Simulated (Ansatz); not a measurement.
# CH4FGeN (SMILES [H]/N=[C](/F)[GeH3]) at MP2/6-31G(d) (spherical functions)

Aim: the vertical singlet–triplet gap of CH4FGeN at MP2/6-31G* (spherical functions), from 2 runs. 

Program for the calculation: Ansatz 0.2.0.

128 further runs of the same task are left out: 128 set aside as unsound or not needed. Runs told in other sessions of the task aren't counted.

### 1 The system as given

The species is CH4FGeN (8 atoms), meant as a singlet with charge 0. SMILES: `[H]/N=[C](/F)[GeH3]`. Geometry: relaxed at PBE0-D4/def2-TZVP.

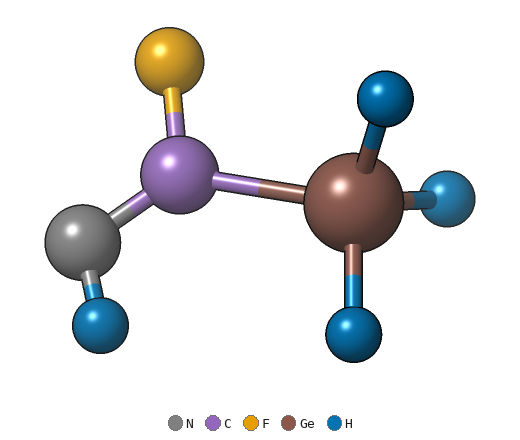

The structure, seen from a chosen angle (nitrogen grey, carbon purple, fluorine amber, germanium brown, hydrogen blue).

### 2 The energy at MP2/6-31G(d) (spherical functions)

Contents of in.yaml:

```yaml
crystal:
  periodic: [false, false, false]
  atoms:
    - {symbol: N, position_ang: [1.895900, 0.222300, -0.348500]}
    - {symbol: C, position_ang: [0.908100, 0.027300, 0.385600]}
    - {symbol: F, position_ang: [1.137400, -0.127100, 1.702400]}
    - {symbol: Ge, position_ang: [-1.019900, -0.103800, -0.035500]}
    - {symbol: H, position_ang: [1.617200, 0.325400, -1.319900]}
    - {symbol: H, position_ang: [-1.766200, 1.006900, 0.710300]}
    - {symbol: H, position_ang: [-1.149700, 0.071600, -1.553900]}
    - {symbol: H, position_ang: [-1.530700, -1.479600, 0.403700]}
basis:
  gaussian: {orbitals: 6-31G_st_-spherical.json}
correlation: {method: mp2, frozen_orbitals: {C: 1, F: 1, Ge: 9, H: 0, "N": 1}}
accuracy: high
```

The basis set 6-31G* is read from a file made from the Basis Set Exchange's data (not shown).

Command:

```console
$ ansatz run in.yaml --threads 1 --pin off --max-ram 3480MiB --events-out events.jsonl --progress --plain --runs-dir runs
```

Log:

```text
Warning: RAYON_NUM_THREADS=1 ignored (pool sized by the plan → 1); use --threads N
Functional definition: HF
  name "HF"
  exchange = exact_x
  correlation = 0
1829 factors; integrals over basis functions are off by at most 1.6e-8 eV
mean field evaluation 1: about -61742.8868 eV, gradient 3.4e1 eV
mean field evaluation 2: about -61742.9814 eV, gradient 3.4e1 eV
mean field evaluation 4: about -61745.7572 eV, gradient 3.3e0 eV
mean field evaluation 8: about -61745.8164 eV, gradient 2.1e-1 eV
mean field -61745.81674085 eV, -2269.1169124085 hartree, gradient 3.0e-8 eV, S^2 0.000000; 0 other end points of the search recorded, 0 dependent functions left out
12 core orbitals not correlated: weight in the atoms' cores, before any rotation towards them, 1.000 or more for the frozen orbitals, at most 0.000 for the correlated occupied ones
reference -61745.81674085 eV, -2269.1169124085 hartree; 17, 17 occupied and 53, 53 virtual orbitals, 1829 factors
second order -19.00061420 eV of doubles, -0.00000000 eV of singles
Total energy: -61764.81735505 eV, -2269.8151721014 hartree
```

Wall time 6 s (1 thread of Arm Neoverse N1, shared host); peak memory 0.23 GiB.

### 3 The triplet, same level

Contents of run.yaml:

```yaml
crystal:
  periodic: [false, false, false]
  atoms:
    - {symbol: "N", position_ang: [1.895900, 0.222300, -0.348500]}
    - {symbol: C, position_ang: [0.908100, 0.027300, 0.385600]}
    - {symbol: F, position_ang: [1.137400, -0.127100, 1.702400]}
    - {symbol: Ge, position_ang: [-1.019900, -0.103800, -0.035500]}
    - {symbol: H, position_ang: [1.617200, 0.325400, -1.319900]}
    - {symbol: H, position_ang: [-1.766200, 1.006900, 0.710300]}
    - {symbol: H, position_ang: [-1.149700, 0.071600, -1.553900]}
    - {symbol: H, position_ang: [-1.530700, -1.479600, 0.403700]}
basis:
  gaussian: {orbitals: 6-31G_st_-spherical.json}
total_charge: 0
magnetization: {spin_polarized: true, initial_magnetization: 2}
correlation: {method: mp2, frozen_orbitals: {C: 1, F: 1, Ge: 9, H: 0, "N": 1}}
accuracy: high
```

The basis set 6-31G* is read from a file made from the Basis Set Exchange's data (not shown).

Command:

```console
$ ansatz run run.yaml --threads 1 --pin off --max-ram 3480MiB --events-out events.jsonl --progress --plain --runs-dir runs
```

Log (excerpt; [...] marks lines left out):

```text
Warning: RAYON_NUM_THREADS=1 ignored (pool sized by the plan → 1); use --threads N
[... 2 set-up lines as earlier in the session ...]
[...]
1829 factors; integrals over basis functions are off by at most 1.6e-8 eV
[...]
mean field -61741.57433319 eV, -2268.9610068026 hartree, gradient 1.5e-8 eV, S^2 2.023723; 4 other end points of the search recorded, 0 dependent functions left out
12 core orbitals not correlated: weight in the atoms' cores, before any rotation towards them, 1.000 or more for the frozen orbitals, at most 0.000 for the correlated occupied ones
reference -61741.57433319 eV, -2268.9610068026 hartree; 18, 16 occupied and 52, 54 virtual orbitals, 1829 factors
second order -17.43385330 eV of doubles, -0.00000000 eV of singles
Total energy: -61759.00818649 eV, -2269.6016890943 hartree
```

Run time: 17 s. Hardware: 1 thread of Arm Neoverse N1, shared host; peak memory 0.32 GiB.

### 4 Outcome

At MP2/6-31G* (spherical functions), 12 core orbitals frozen:

| quantity | value |
| --- | --- |
| singlet: total energy | -2269.81517 Eh |
| singlet: correlation energy (12 core orbitals frozen) | -698.3 mEh |
| triplet: total energy | -2269.60169 Eh |
| triplet: correlation energy (12 core orbitals frozen) | -640.7 mEh |
| triplet: ⟨S²⟩ of the reference determinant | 2.024 |
| vertical energy of the triplet above the singlet | 5.809 eV |

In words: At this shape the triplet lies 5.81 eV (560 kJ/mol) above the singlet.
